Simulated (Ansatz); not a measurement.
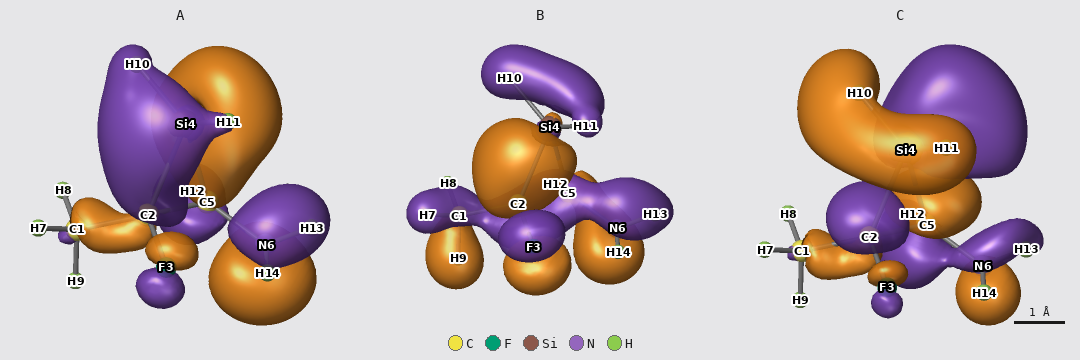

C3H8FNSi (SMILES CC1(F)[SiH2]C1N). Three frontier orbitals at ±0.08 Å⁻³ᐟ² (orange and purple are the two phases), in no order.

The calculation used RKS PBE/6-31G (Ansatz).

| atom | x (Å) | y (Å) | z (Å) |
| --- | --- | --- | --- |
| C | -0.7206 | -1.4029 | -0.8766 |
| C | 0.0891 | -0.2388 | -0.3618 |
| F | 0.5075 | 0.6068 | -1.4761 |
| Si | 1.3234 | -0.3086 | 1.1498 |
| C | -0.4610 | 0.6093 | 0.7865 |
| N | -0.5716 | 1.9971 | 0.5463 |
| H | -0.1183 | -2.0215 | -1.5611 |
| H | -1.0495 | -2.0422 | -0.0395 |
| H | -1.6185 | -1.0448 | -1.4138 |
| H | 1.5271 | -1.6813 | 1.7539 |
| H | 2.5576 | 0.5167 | 0.8971 |
| H | -1.3019 | 0.1594 | 1.3308 |
| H | -0.5935 | 2.6251 | 1.3443 |
| H | -0.0793 | 2.3354 | -0.2789 |

> Which picture is the HOMO−1, the HOMO and the LUMO?

B is the HOMO−1 (−5.93 eV). It lies mainly on C2 (about 25 %), Si4 (about 20 %), F3 (about 15 %), N6 (about 15 %) and C5 (about 10 %). A is the HOMO (−4.31 eV). By Hirshfeld shares it lies mainly on N6 (about 35 %), Si4 (about 30 %) and C5 (about 10 %). C is the LUMO (−0.64 eV). It lies mainly on Si4 (about 45 %), C5 (about 25 %), C2 (about 5 %), N6 (about 5 %) and H10 (about 5 %).

> What is the HOMO–LUMO gap?

3.67 eV between the orbital energies.
